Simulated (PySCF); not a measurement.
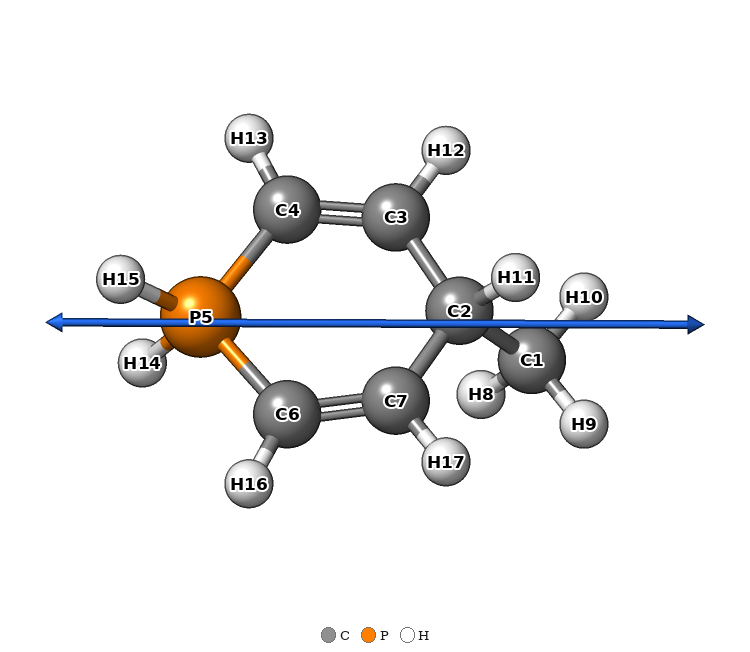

The double arrow shows the direction of the transition dipole to excited singlet state 5 (its length means nothing). Charge +1, singlet. The geometry was computed by an optimisation with GFN2-xTB. No frequency run is at hand to confirm it as a minimum. Properties computed with TDDFT CAM-B3LYP/def2-SVPD, vertical, gas phase, core orbitals frozen in the response (PySCF 2.14.0).

**How is the transition polarised?**

Nearly parallel to the C6–C7 bond.

**Where does the transition lie, and how strong is it?**

7.26 eV (171 nm), oscillator strength 0.021, mainly HOMO−2 → LUMO+1 (weight 0.87); transition dipole 0.88 D.

The geometry is semi-empirical. Around P such bond lengths and angles can be off by a tenth of an ångström or more and by several degrees, and values that hang on the shape move with them.
